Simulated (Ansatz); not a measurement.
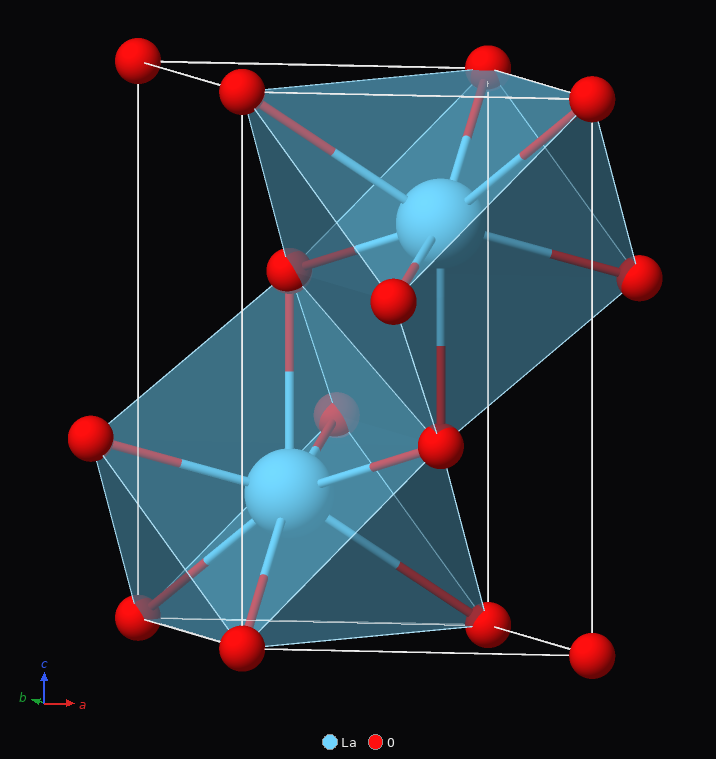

A polyhedral rendering, viewed from a general direction. Atoms at the boundary of the conventional unit cell (the box) are drawn once for each face, edge or corner they touch. Some atoms of the next cells are drawn as well.

Describe the arrangement of the atoms.

The solid is La2O3. The atoms follow space group P-3m1 (No. 164); the Bravais lattice is primitive hexagonal. Atoms per cell: 5 (2 La, 3 O). Each La has seven O. O takes two kinds of site: 2d with four La in a tetrahedral arrangement; 1a with six La in an octahedral arrangement. The bonds build a three-dimensional framework.

It derives from a structure listed in the Materials Project. Earlier steps of the study may have refined or changed the cell and positions. It went into a calculation with Ansatz.
